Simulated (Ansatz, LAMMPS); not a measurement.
# Amorphous 67HfO2-33GeO2 (mol %) (72 atoms) under strain: runs compared

How stiff is amorphous 67HfO2-33GeO2 (mol %) (72 atoms), and how do its levels respond to strain?

Computed with Ansatz 0.2.0: Kohn-Sham DFT, PBE, PAW (set soft_1), plane waves.

### 1. The cell as built

The cell holds 72 atoms: 16 Hf, 8 Ge and 48 O. Its edges and angles: a = 10.070 Å, b = 10.070 Å, c = 10.070 Å, α = 90.0°, β = 90.0°, γ = 90.0°. 72 atoms (16 Zr, 8 Ge, 48 O) placed at random at 4.59 g/cm³, melted at 5000 K for 10 ps at fixed volume with the Morse and Coulomb pair potential with partial charges (Pedone, Malavasi, Menziani, Cormack and Segre, J. Phys. Chem. B 110, 11780 (2006)). Quenched from 5000 K to 300 K at 20 K/ps and fixed volume, held 10 ps at zero pressure, then minimised at fixed cell. Then Zr was replaced by Hf and the cell scaled by 1.008 (the potential has no terms for the new elements, so the cell is a start for a DFT relaxation).

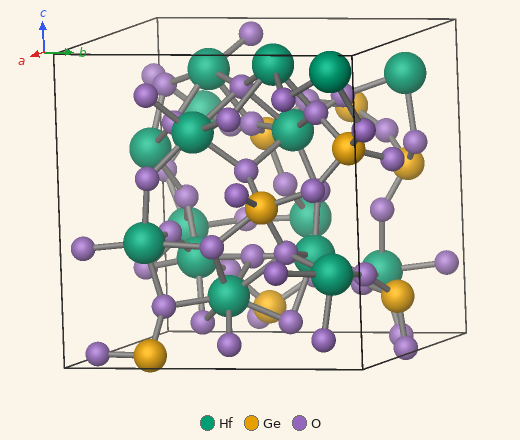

The cell as built.

Limits known from the start: The quench rate of 20 K/ps is orders of magnitude faster than experiment, which tends to freeze in extra defects. The starting topology of bonds comes from the classical model, and needn't be the one that DFT or experiment would give. The Brillouin zone is sampled at Γ only. No spin–orbit coupling is included, so levels derived from the heavy atoms are approximate.

### 2. The reference run

The reference is a single point at the end of the relaxation.

Every strained cell starts from the geometry of this run, and its atoms are relaxed with the cell held.

Its input, with most atom lines left out:

```yaml
crystal:
  lattice:
    - [10.43337, -0.30441, -0.17877]
    - [-0.30441, 9.53515, -0.11213]
    - [-0.17877, -0.11213, 10.12958]
  atoms:
    - { symbol: Hf, position: [0.7942, 0.82939, 0.21034] }
    - { symbol: Hf, position: [0.48937, 0.63773, 0.72202] }
    - { symbol: Hf, position: [0.76765, 0.35137, 0.69791] }
    - { symbol: Hf, position: [0.29121, 0.93182, 0.86049] }
    - { symbol: Hf, position: [0.47913, 0.33942, 0.91164] }
    - { symbol: Hf, position: [0.85131, 0.19984, 0.36762] }
    - { symbol: Hf, position: [0.52269, 0.68803, 0.34443] }
    [... atom lines 8 to 72 left out ...]
kpoints:
  mp_grid: { grid: [1, 1, 1] }
hamiltonian:
  xc: pbe
  pseudopotentials: { kind: paw, azcp: { folder: soft_1 } }
scf:
  occupations: { method: gaussian, width: 0.025 }
output:
  forces: true
  stress: true
  populations: true
  dos:
    method: { smearing: { sigma: 0.1 } }
    de: 0.1
    projected: { site_lists: { Ge: [Ge], Hf: [Hf], O: [O] } }
  eigenvalues: true
  write_density: true
  write_potential: true
  volumetric_format: npy
  elf: true
```

| Item | Value |
| --- | --- |
| free energy per atom | -4350.3924 eV/atom |
| r.m.s. force component | 0.0049 eV/Å |
| pressure | 0.006859 GPa |

Filled and empty levels are parted by 3.44 eV (at Γ alone); a semilocal functional tends to put such gaps too low. In a disordered cell it changes from sample to sample, and tail or defect levels can set it.

### 3. The runs

Each row is one run, on 4 threads of Arm Neoverse V2, shared host. The free energy is the program's total, comparable only between runs with the same functional, potentials and atoms.

| run | atoms | outcome | ionic steps, all passes | free energy (eV) | time | host memory (GiB) |
| --- | --- | --- | --- | --- | --- | --- |
| Single point at the start | 72 | converged | - | -313222.356 | 24 s | 1.7 |
| Cell and atoms relaxed | 72 | converged | 28 | -313228.254 | 8.1 min | 1.8 |
| Single point at the relaxed geometry | 72 | converged | - | -313228.254 | 32 s | 1.7 |
| Volume -3 % | 72 | converged | 11 | -313228.012 | 3 min | 1.7 |
| Volume +3 % | 72 | converged | 10 | -313228.009 | 2.8 min | 1.8 |
| Volume -6 % | 72 | converged | 12 | -313227.270 | 3 min | 1.7 |
| Volume +6 % | 72 | converged | 11 | -313227.299 | 3 min | 1.8 |
| Volume -10 % | 72 | converged | 11 | -313225.345 | 2.7 min | 1.6 |
| Stretched by 1 % along x | 72 | converged | 6 | -313228.202 | 96 s | 1.7 |
| Compressed by 1 % along x | 72 | converged | 7 | -313228.196 | 1.7 min | 1.7 |
| Sheared by 2 % in xy | 72 | converged | 5 | -313228.188 | 82 s | 1.7 |

In some runs the program notes that the SCF threshold is loose for the stress.

### 4. Pressure against volume

Atoms are relaxed at each volume, in the scaled cell.

| volume change (%) | volume (Å³/atom) | energy change (meV/atom) | pressure (GPa) | largest move on relaxing (Å) | bonds | gap (eV) |
| --- | --- | --- | --- | --- | --- | --- |
| -10 | 12.579 | 40.41 | 9.99 | 0.85 | 133 | 3.36 |
| -6 | 13.138 | 13.67 | 5.41 | 0.63 | 133 | 3.38 |
| -3 | 13.558 | 3.36 | 2.54 | 0.38 | 130 | 3.43 |
| +0 | 13.977 | 0.00 | 0.01 | - | 130 | 3.44 |
| +3 | 14.396 | 3.41 | -2.61 | 0.42 | 129 | 3.39 |
| +6 | 14.816 | 13.26 | -4.88 | 0.51 | 127 | 3.31 |

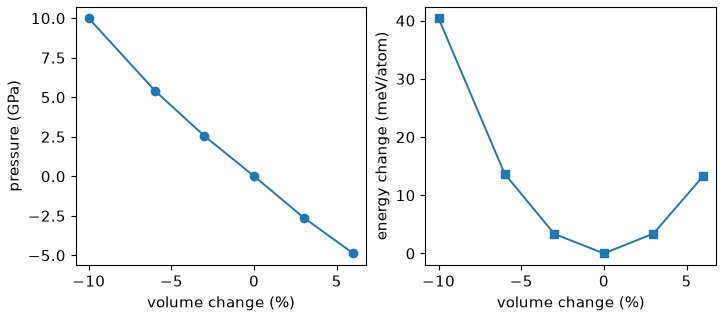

Pressure and energy against volume.

### 5. Uniaxial strain and shear

Stress (GPa, compression positive) less that of the relaxed cell, atoms relaxed:

| strain | xx | yy | zz | xy | energy change (meV/atom) |
| --- | --- | --- | --- | --- | --- |
| stretched by 1 % along x | -1.567 | -0.552 | -0.563 | -0.102 | 0.72 |
| compressed by 1 % along x | 1.590 | 0.515 | 0.526 | 0.176 | 0.81 |
| sheared by 2 % in xy | -0.184 | -0.101 | -0.029 | -0.991 | 0.92 |

### 6. Outcome

The bulk modulus, from the slope of pressure against ln V over the three points nearest the relaxed volume, is 85.9 GPa; between neighbouring points the slope runs 105, 91, 83, 89 and 79 GPa from the smallest volume up, without a steady fall, so no pressure derivative is given. The count of bonds runs from 127 to 133 over the series, so at some points contacts cross the cutoffs. At -10 %, -6 % and +6 % some atom moved by over 0.5 Å on relaxing, so those points may sit in another local minimum. The gap goes from 3.36 eV at the smallest volume to 3.31 eV at the largest, not monotonically (lowest 3.31, highest 3.44 eV), on the run's k-points. In the Cartesian axes of the cell, finite differences give C11 = 158, C12 = 53.4, C13 = 54.4 and C66 = 49.6 GPa (the shear of 2 % is the engineering strain, εxy = 0.01). The mean of C11, C12 and C13, which equals the bulk modulus in a cubic or isotropic solid, is 88.5 GPa: it agrees with the bulk modulus within 10 %. For an isotropic solid C66 would equal (C11 − C12)/2 = 52.2 GPa; so small a sample needn't be isotropic, and C66 rests on one shear. With the bulk modulus and C66 as K and G, Young's modulus would be about 125 GPa and Poisson's ratio 0.26.

**Limits.** Strains are finite and relaxations stop at the force tolerance of the input, which can leave moduli too stiff; they are those of a static cell at zero temperature. Volumes are changed with the cell's shape held, so in an anisotropic solid the modulus lies over the one under free hydrostatic load. The program notes that the SCF threshold of the relaxations is loose for the stress.

The DFT runs together took 28 min of wall time.

[Logs are printed without paths, hosts, clocks, repeated set-up lines and the standing remarks that a program may print on its own settings, such as how far it seeks lower states.]

[Hosts, paths, dates, database ids (printed as entryN), source tags and the programs' standing remarks are cut or masked in the printed files.]
